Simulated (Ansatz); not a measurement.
# What SrLiH3 (model cell, started as cubic perovskite with Sr in the octahedra) distorts into, part 2 of 3

Aim: this structure of SrLiH3 (model cell, started as cubic perovskite with Sr in the octahedra) is to be tested for unstable modes, and one is followed downhill.

Ansatz 0.2.0; DFT PBEsol, scalar-relativistic, plane waves, PAW.

So far, highest frequency on the path or at a solved wavevector (cm⁻¹): step 2 (the dispersion) 1389. Also lowest frequency on the path (cm⁻¹): step 2 -560.

The structure was built from a prototype and need not be the compound's stable phase.

## Step 5: Energy along the mode, all amplitudes (two of the runs are shown above)

An imaginary frequency means negative curvature, so the energy should fall and then rise again as anharmonic terms take over.

Numbers from this step:

- depth at the lowest point sampled: 59.56 meV/atom
- largest atomic shift at that point: 0.6 Å

The energy from the parent by largest atomic shift:

```csv
largest atomic shift (Å),energy from the parent (meV/atom)
0.000,0
0.040,-0.371
0.080,-1.48
0.140,-4.47
0.220,-10.7
0.320,-21.6
0.450,-38.9
0.600,-59.6
```

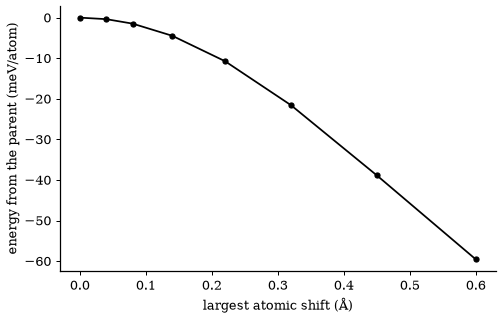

Energy from the parent, plotted against largest atomic shift.

Displacement at unit largest shift by atom:

```csv
atom,x (Å),y (Å),z (Å),size
Li1,0.00,0.00,0.00,0.00
Li2,0.00,0.00,0.00,0.00
Sr3,0.00,0.00,0.00,0.00
Sr4,0.00,0.00,0.00,0.00
H5,-1.00,0.00,0.00,1.00
H6,1.00,0.00,0.00,1.00
H7,0.00,0.00,0.00,0.00
H8,0.00,0.00,0.00,0.00
H9,0.00,0.00,1.00,1.00
H10,0.00,0.00,-1.00,1.00
```

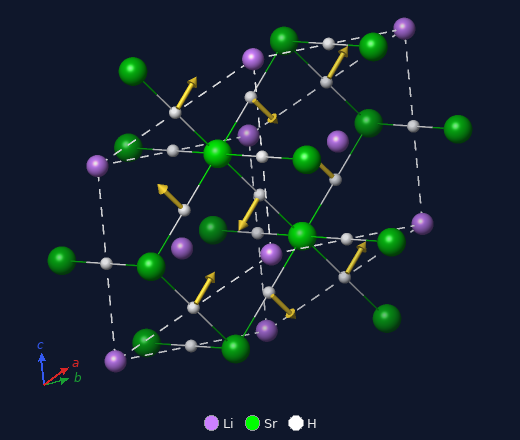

Displacement at unit largest shift as arrows, the longest 1 Å. Some periodic images of atoms are drawn too.

The lowest of the steps tried is the last one, at 0.6 Å, 59.6 meV/atom below the parent; the bottom of the well need not coincide with a step.

## Step 6: Relaxation from the frozen mode

Starting from the lowest point found, all atoms and the cell are let go, so that strain and other modes of the same symmetry can join in.

Contents of input.yaml:

```yaml
crystal:
  lattice:
    - [4.5923772974, 4.5923772974, 0.0]
    - [4.5923772974, 0.0, 4.5923772974]
    - [4.5923772974, 0.0, -4.5923772974]
  atoms:
    - { symbol: Li, position: [0.0, 0.5, 0.5] }
    - { symbol: Li, position: [0.0, 0.0, 1.0] }
    - { symbol: Sr, position: [0.5, 0.25, 0.75] }
    - { symbol: Sr, position: [0.5, 0.75, 0.25] }
    - { symbol: H, position: [0.5, 0.434674357, 0.434674357] }
    - { symbol: H, position: [0.5, 0.065325643, 0.065325643] }
    - { symbol: H, position: [0.0, 0.5, 0.0] }
    - { symbol: H, position: [0.0, 0.0, 0.5] }
    - { symbol: H, position: [0.5, 0.565325643, -0.065325643] }
    - { symbol: H, position: [0.5, -0.065325643, 0.565325643] }
kpoints:
  mp_grid: { grid: [6, 6, 6] }
hamiltonian:
  xc: pbesol
scf:
  occupations: { method: fixed }
output:
  forces: true
  stress: true
  eigenvalues: true
  write_density: true
  write_potential: true
  elf: true
  volumetric_format: npy
relax:
  adjacent_minimum: "off"
  f_tol: 0.002
  max_steps: 120
  cell: { stress_tol: 0.03 }
```

Started as:

```
> ansatz run input.yaml --threads 8 --pin off --max-ram 14336MiB --backend cpu --events-out ev --progress --plain --runs-dir out
```

Numbers of over 12 decimals in the logs are rounded to 6 here.

What it wrote:

```text
[...]
Crystal: 10 atoms, lattice volume = 193.706 Å³
Basis set: ecut = 420 eV, 3767 PW (Γ), exchange–correlation on 90×90×90 points (8 copies of the dense FFT grid, shifted against one another)
Bands: 26, of which v1, the nominal top of the filled ones, is band 16 counted from 1 (15 counted from 0)
Symmetry: 16 space group operations
[...]
k-points: 30 of 216
[...]
SCF iter   1: F=—  HF=-7485.243216 eV  |F-HF|=—  |Δ(HF+E_count)|=         —  Δρ=5.53e-3  dr2=5.31e-2  ethr=1.77e-3  ⟨swp⟩=5.4  Hψ=3543  notcnv=0  defer=163
[...]
SCF iter   6: F=-7485.227809 eV  HF=-7485.227809 eV  |F-HF|=8.26e-9  |Δ(HF+E_count)|=   1.87e-7  Δρ=2.43e-6  dr2=1.21e-8  ethr=3.13e-10  ⟨swp⟩=21.6  Hψ=8226  notcnv=0
SCF 1 converged in 6 iterations: F = -7485.227809 eV  dr2 = 1.21e-8
[...]
relax step   1: F+E_penalty+E_count = -7485.22780914 eV  Δ(F+E_penalty+E_count) = +0.000e0 eV  max|allowed force component| = 3.258e-1 eV/Å  Δτ_max = 0.0000 Å  P = -1.184 GPa  Ω = 193.706 Å³  (6 SCF iters, dr2 threshold 1.00e-7 eV, accepted)
Crystal: 10 atoms, lattice volume = 185.895 Å³
Basis set: ecut = 420 eV, 3695 PW (Γ), exchange–correlation on 90×90×90 points (8 copies of the dense FFT grid, shifted against one another)
[...]
iter 1 solved again at ethr=4.88e-4 eV; its pass at ethr=3.10e-3 eV (dr2=1.56e-1 eV) is discarded
[...]
SCF iter   5: F=-7485.499890 eV  HF=-7485.499890 eV  |F-HF|=2.34e-7  |Δ(HF+E_count)|=   1.95e-5  Δρ=1.69e-5  dr2=5.60e-7  ethr=3.12e-9  ⟨swp⟩=18.5  Hψ=8294  notcnv=0
the search or the solves at the SCF's close seem to have found levels that the self-consistency loop had missed (the run counts 1). By its estimate they hold under 1e-12 electrons; where the run keeps them, the occupations were computed again with them
SCF 2 converged in 5 iterations: F = -7485.499890 eV  dr2 = 5.60e-7
relax step   2: F+E_penalty+E_count = -7485.49988991 eV  Δ(F+E_penalty+E_count) = -2.721e-1 eV  max|allowed force component| = 2.095e-1 eV/Å  Δτ_max = 0.1955 Å  P = -1.021 GPa  Ω = 185.895 Å³  energy of the carried Pulay correction = +2.542e-3 eV  (5 SCF iters, dr2 threshold 1.00e-6 eV, accepted)
Crystal: 10 atoms, lattice volume = 172.084 Å³
Basis set: ecut = 420 eV, 3367 PW (Γ), exchange–correlation on 90×90×90 points (8 copies of the dense FFT grid, shifted against one another)
[...]
SCF iter   5: F=-7485.625833 eV  HF=-7485.625833 eV  |F-HF|=2.12e-7  |Δ(HF+E_count)|=   2.85e-5  Δρ=1.64e-5  dr2=4.66e-7  ethr=3.12e-9  ⟨swp⟩=18.9  Hψ=8301  notcnv=0
[...]
SCF 3 converged in 5 iterations: F = -7485.625833 eV  dr2 = 4.66e-7
relax step   3: F+E_penalty+E_count = -7485.62583272 eV  Δ(F+E_penalty+E_count) = -1.259e-1 eV  max|allowed force component| = 3.530e-2 eV/Å  Δτ_max = 0.1950 Å  P = +0.156 GPa  Ω = 172.084 Å³  energy of the carried Pulay correction = +7.302e-3 eV  (5 SCF iters, dr2 threshold 1.00e-6 eV, accepted)
[...]
relax step   4: F+E_penalty+E_count = -7485.62815012 eV  Δ(F+E_penalty+E_count) = -2.317e-3 eV  max|allowed force component| = 1.715e-3 eV/Å  Δτ_max = 0.0212 Å  P = -0.016 GPa  Ω = 173.433 Å³  energy of the carried Pulay correction = +6.821e-3 eV  (5 SCF iters, dr2 threshold 4.68e-7 eV, accepted)
[...]
relax step   5: F+E_penalty+E_count = -7485.62824448 eV  Δ(F+E_penalty+E_count) = -9.437e-5 eV  max|allowed force component| = 1.608e-3 eV/Å  Δτ_max = 0.0004 Å  P = +0.010 GPa  Ω = 173.312 Å³  energy of the carried Pulay correction = +6.864e-3 eV  (4 SCF iters, dr2 threshold 1.41e-8 eV, accepted)
[...]
SCF iter   5: F=-7485.623176 eV  HF=-7485.623176 eV  |F-HF|=5.46e-12  |Δ(HF+E_count)|=  2.73e-11  Δρ=7.04e-8  dr2=7.28e-12  ethr=1.00e-12  ⟨swp⟩=18.5  Hψ=6718  notcnv=0
SCF 6 converged in 5 iterations: F = -7485.623176 eV  dr2 = 7.28e-12
relax step   6: F+E_penalty+E_count = -7485.62317583 eV  Δ(F+E_penalty+E_count) = +5.069e-3 eV  max|allowed force component| = 1.746e-3 eV/Å  Δτ_max = 0.0000 Å  P = -0.017 GPa  Ω = 173.312 Å³  stress off target by 1.91e-2 GPa  SCF on the basis re-selected at this cell (its energy is not comparable with the rows above)  (5 SCF iters)
basis re-selected at this cell: Δ(F+E_penalty+E_count) = +5.069e-3 eV, ΔP = -0.027 GPa vs the last step (what re-selecting the basis moved, of the pressure what is left beyond the Pulay correction that the steps carried, after the strain that the cell walked since its last selection, with what the two solves' SCF thresholds leave and, on support functions, any second-order correction that the steps lacked; it is no m [...]
SCF converged after 5 iterations
Free energy (F): -7485.623176 eV
[...]
Internal energy: -7485.623176 eV  (E = F + TS)
E sigma→0 (E₀):  -7485.623176 eV
Fermi energy:    1.654822 eV
[...]
--- Forces (eV/Å), atoms counted from 1 ---
  atom   1  Li    -0.00000000     0.00000000     0.00000000
  atom   2  Li     0.00000000    -0.00000000    -0.00000000
  atom   3  Sr    -0.00000000     0.00000000     0.00000000
  atom   4  Sr    -0.00000000    -0.00000000    -0.00000000
  atom   5  H     -0.00174596     0.00000000     0.00000000
  atom   6  H      0.00174596    -0.00000000    -0.00000000
  atom   7  H     -0.00000000     0.00000000    -0.00000000
  atom   8  H      0.00000000    -0.00000000     0.00000000
  atom   9  H      0.00000000    -0.00000000     0.00174596
  atom  10  H      0.00000000     0.00000000    -0.00174596
  max |Σ_I F_I| component: 6.51e-19 eV/Å
--- Stress (GPa, compression-positive) ---
       -0.019056      -0.000000      -0.000000
       -0.000000      -0.013192      -0.000000
       -0.000000      -0.000000      -0.019056
  P = ⅓ Tr σ = -0.0171 GPa (-0.171 kbar)
--- Band table (eV; the first three rows and the last of 30) ---
  k-point 0: bands = [... 12 lower, -0.0828, 1.2660, 1.6548, 1.6548, 3.4748, 3.4748, 4.3671, 6.0011, ... 6 higher]
  k-point 1: bands = [... 12 lower, -0.0354, 0.9885, 1.4295, 1.5143, 3.6164, 3.6750, 4.5080, 6.0582, ... 6 higher]
  k-point 2: bands = [... 12 lower, 0.0892, 0.4067, 1.1392, 1.2259, 3.9554, 4.1484, 4.6765, 5.2092, ... 6 higher]
  k-point 29: bands = [... 12 lower, -0.4601, 0.2802, 1.2036, 1.2036, 4.5099, 5.4538, 5.7842, 5.7842, ... 6 higher]
--- Relaxed structure (5 steps of the walk, 5 accepted, 1 SCFs on fresh bases) ---
  F+E_penalty+E_count = -7485.62317583 eV   max|allowed force component| = 1.746e-3 eV/Å   (the final SCF, on the basis selected at the relaxed cell)
  cell:  # Å, volume = 173.3122 Å³
    - [4.426652, 4.422301, 0]
    - [4.426652, 0, 4.426652]
    - [4.426652, 0, -4.426652]
  atoms:
    - { symbol: Li, position: [0, 0.5, 0.5] }
    - { symbol: Li, position: [0, 0.0, 1.0] }
    - { symbol: Sr, position: [0.500000, 0.250000, 0.75] }
    - { symbol: Sr, position: [0.500000, 0.75, 0.250000] }
    - { symbol: H, position: [0.500000, 0.394426, 0.394426] }
    - { symbol: H, position: [0.500000, 0.105574, 0.105574] }
    - { symbol: H, position: [0, 0.5, 0.0] }
    - { symbol: H, position: [0, 0.0, 0.5] }
    - { symbol: H, position: [0.500000, 0.605574, -0.105574] }
    - { symbol: H, position: [0.500000, -0.105574, 0.605574] }
```

Wall time 6 s (8 threads of Arm Neoverse V2, shared host); peak memory 0.68 GiB; 43 s of CPU time.

Relaxation path:

```csv
step,energy less that of the first step (eV),largest force component (eV/Å),pressure (GPa),volume (Å³)
1,0.0000,0.3258,-1.18,193.71
2,-0.2721,0.2095,-1.02,185.90
3,-0.3980,0.0353,0.16,172.08
4,-0.4003,0.0017,-0.02,173.43
5,-0.4004,0.0016,0.01,173.31
6*,-0.3954,0.0017,-0.02,173.31
```

Relaxation steps marked * repeat the geometry before them on a plane-wave basis chosen anew for their cell, so energy and pressure can jump there.

The run keeps the 16 symmetry operations that it works with, so distortions that break them were not tested.

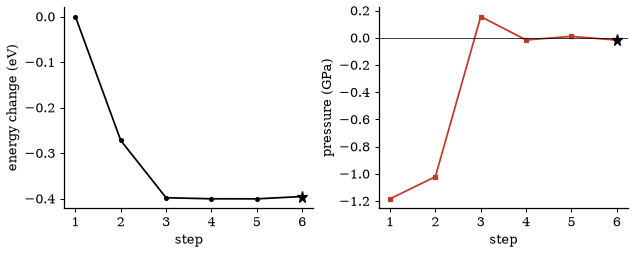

Energy and pressure along the relaxation. Stars mark steps on a basis chosen anew.

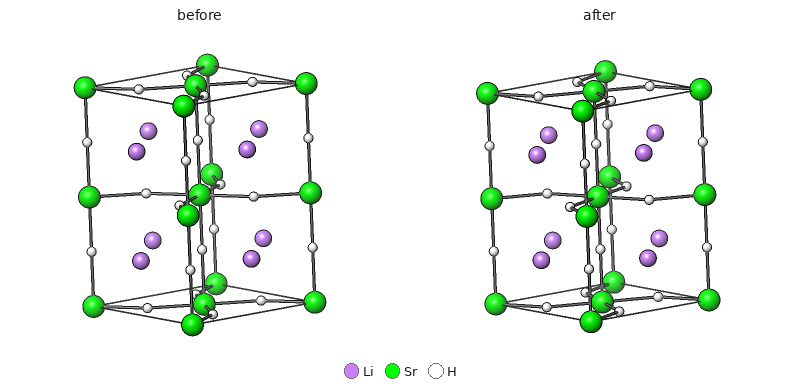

The structure before and after the relaxation, drawn at the same scale.

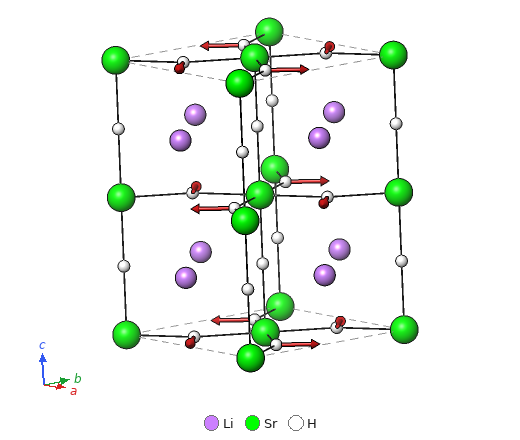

Displacements in the relaxation, exaggerated, measured against the changing cell; the longest in the cell stands for 0.36 Å. Some periodic images of atoms are drawn too.

```csv
"conventional cell, symmetrised",before,after,change
a (Å),6.495,6.260,-3.6 %
b (Å),6.495,6.260,-3.6 %
c (Å),9.185,8.845,-3.7 %
volume (Å³/atom),19.37,17.33,-10.5 %
```

The atoms that moved most (Å, as changes of fractional coordinates times the final cell):

```csv
atom,dx,dy,dz,length
H6,0.356,0.000,0.000,0.356
H5,-0.356,0.000,0.000,0.356
H9,0.000,0.000,0.356,0.356
H10,0.000,0.000,-0.356,0.356
```

Numbers from this step:

- pressure: -0.01710 GPa
- gap on the k-mesh: 1.216 eV
- volume per atom: 17.33 Å³

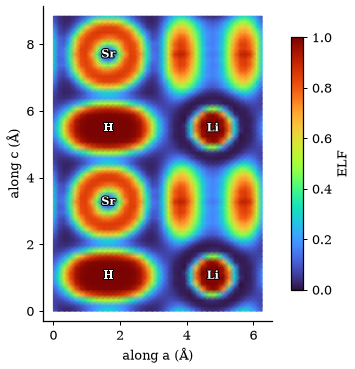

ELF in the ac plane of the conventional cell at fractional y = 0.000, with atoms of Li and Sr and H within 0.2 Å of it. It is the smooth field of the valence electrons, not physical close to the nuclei. The map starts off the cell's origin, so that atoms lie inside it.

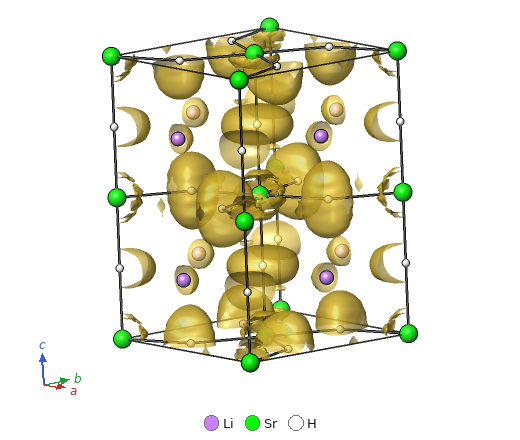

Surface of ELF = 0.85.

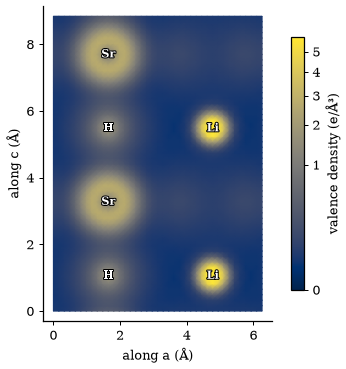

Valence density in the ac plane of the conventional cell at fractional y = 0.000, with atoms of Li and Sr and H within 0.2 Å of it. It is the smooth field of the valence electrons, not physical close to the nuclei. The map starts off the cell's origin, so that atoms lie inside it. The colour scale is stretched toward low values.

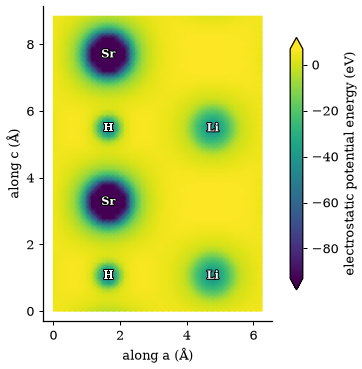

Electrostatic potential energy in the ac plane of the conventional cell at fractional y = 0.000, with atoms of Li and Sr and H within 0.2 Å of it. With pseudopotentials it is smooth inside the atoms' cores, unlike the true potential. The map starts off the cell's origin, so that atoms lie inside it.

The distorted start has space group I4/mcm; the relaxation ends in I4/mcm.

## Step 7: The new phase in its own primitive cell

The relaxed structure is symmetrised, reduced to its primitive cell and relaxed tightly, as its phonons need.

Contents of input.yaml:

```yaml
crystal:
  lattice:
    - [-3.1301155629, 3.1301155629, 4.4223014719]
    - [3.1301155629, -3.1301155629, 4.4223014719]
    - [3.1301155629, 3.1301155629, -4.4223014719]
  atoms:
    - { symbol: Li, position: [0.25, 0.75, 0.5] }
    - { symbol: Li, position: [0.75, 0.25, 0.5] }
    - { symbol: Sr, position: [0.5, 0.5, 0.0] }
    - { symbol: Sr, position: [0.0, 0.0, 0.0] }
    - { symbol: H, position: [0.1444258632, 0.3555741368, 0.5] }
    - { symbol: H, position: [0.8555741368, 0.6444258632, 0.5] }
    - { symbol: H, position: [0.75, 0.75, 0.0] }
    - { symbol: H, position: [0.25, 0.25, 0.0] }
    - { symbol: H, position: [0.6444258632, 0.1444258632, 0.7888517265] }
    - { symbol: H, position: [0.3555741368, 0.8555741368, 0.2111482735] }
kpoints:
  mp_grid: { grid: [6, 6, 6] }
hamiltonian:
  xc: pbesol
scf:
  occupations: { method: fixed }
output:
  forces: true
  stress: true
  eigenvalues: true
relax:
  adjacent_minimum: "off"
  f_tol: 0.001
  max_steps: 60
  cell: { stress_tol: 0.01 }
```

What it wrote:

```text
[...]
Crystal: 10 atoms, lattice volume = 173.312 Å³
Basis set: ecut = 420 eV, 3383 PW (Γ), exchange–correlation on 90×90×90 points (8 copies of the dense FFT grid, shifted against one another)
Bands: 26, of which v1, the nominal top of the filled ones, is band 16 counted from 1 (15 counted from 0)
Symmetry: 16 space group operations
[...]
k-points: 30 of 216
[...]
- { symbol: Li, position: [0.750000, 0.25, 0.5] }
    - { symbol: Sr, position: [0.500000, 0.500000, 0] }
    - { symbol: Sr, position: [0, 0, 0] }
    - { symbol: H, position: [0.144307, 0.355693, 0.5] }
    - { symbol: H, position: [0.855693, 0.644307, 0.5] }
    - { symbol: H, position: [0.750000, 0.750000, 0] }
    - { symbol: H, position: [0.250000, 0.250000, 0] }
    - { symbol: H, position: [0.644307, 0.144307, 0.788615] }
    - { symbol: H, position: [0.355693, 0.855693, 0.211385] }
[key lines of the parts left out:]
SCF converged after 4 iterations
Free energy (F): -7485.623185 eV
Fermi energy:    1.662738 eV
P = ⅓ Tr σ = -0.0005 GPa (-0.005 kbar)
```

Run time: 2.8 s. Hardware: 8 threads; peak memory 0.64 GiB; 19 s of CPU time.

Little changed from the start: no atom moved by 0.005 Å and no cell edge by 0.1 %.

Numbers from this step:

```yaml
pressure: -5.16e-4 GPa
gap_on_the_k_mesh: 1.211 eV
volume_per_atom: 17.32 Å³
direct_gap_on_mesh: 1.816 eV
```

The largest force component left is 0.30 meV/Å and the pressure is -0.001 GPa, within the tolerances set. The cell now holds 17.32 Å³/atom.

(Continued in part 3 of 3.)

[Logs are printed without paths, hosts, clocks, repeated set-up lines and the standing remarks that a program may print on its own settings, such as how far it seeks lower states.]

[Hosts, paths, dates, database ids (printed as entryN), source tags and the programs' standing remarks are cut or masked in the printed files.]
